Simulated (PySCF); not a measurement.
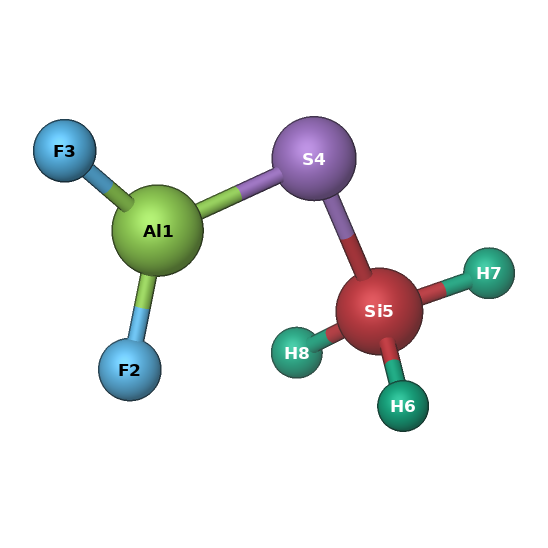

Computed geometry: PBE0-D3(BJ)/def2-SVP optimisation. No frequency run is at hand to confirm it as a minimum. Properties computed with delta-SCF UKS SCAN, pcX-2 on the ionised atom (unc-x2c-TZVPall on a metal), pcseg-1 elsewhere, spin-free X2C (PySCF 2.14.0).

Give the core-electron binding energies (to vacuum; p and d levels without spin–orbit splitting) of Al1 1s, Al1 2p, F2 1s, S4 1s, S4 2p, Si5 1s, Si5 2p.

```tsv
atom	level	binding energy (eV)
Al1	1s	1569.1
Al1	2p	82.5
F2	1s	692.3
S4	1s	2477.1
S4	2p	169.7
Si5	1s	1847.6
Si5	2p	108.0
```
